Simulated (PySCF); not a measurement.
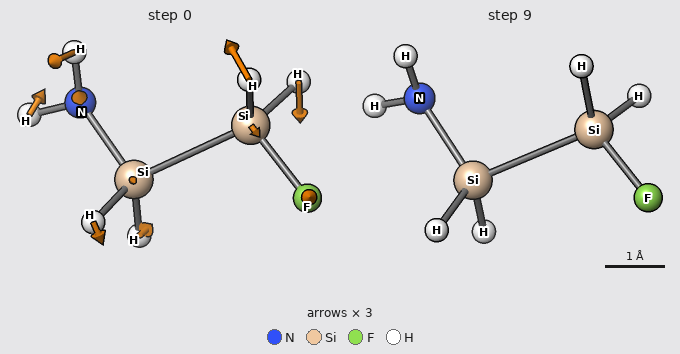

The structure of Si2NH6F before (left) and after (right) a relaxation, at one scale. The orange arrows give the displacements, 3 times their true length.

Style: ball-and-stick. Shown at a tilt.

The start comes from GFN2-xTB.

Level of theory: PBE0-D3(BJ)/def2-SVP geometry optimisation, gas phase (PySCF). 

**Describe what moved and what it gained.**

The largest move after the best rigid fit is that of an H atom, 0.35 Å. By element the largest moves are H 0.35 Å, F 0.30 Å, N 0.14 Å, Si 0.09 Å. Near-neighbour distances that change, for instance: Si–Si 2.295 → 2.345 Å, H–Si 1.461 → 1.493 Å, H–Si 1.480 → 1.504 Å, F–Si 1.618 → 1.634 Å. Among the angles between lasting bonds that change: Si–Si–H 119.2° → 110.8°, Si–Si–H 116.9° → 110.6°, F–Si–H 102.1° → 107.6°. The energy falls by 20.4 kJ/mol in 9 geometry steps.
